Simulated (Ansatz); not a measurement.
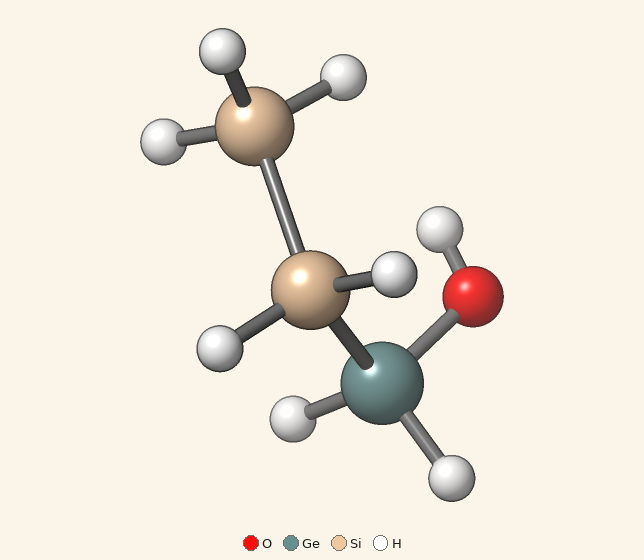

Computed geometry: PBE-D4/def2-SVP optimisation. No frequency run is at hand to confirm it as a minimum.

Draw it as a skeletal formula.

SMILES: [OH][GeH2][SiH2][SiH3]

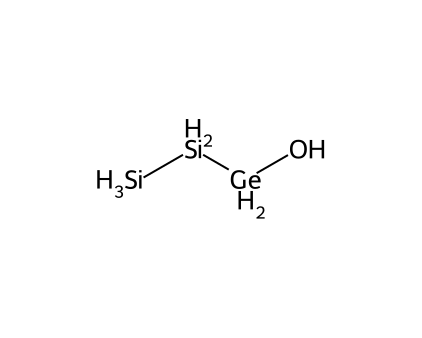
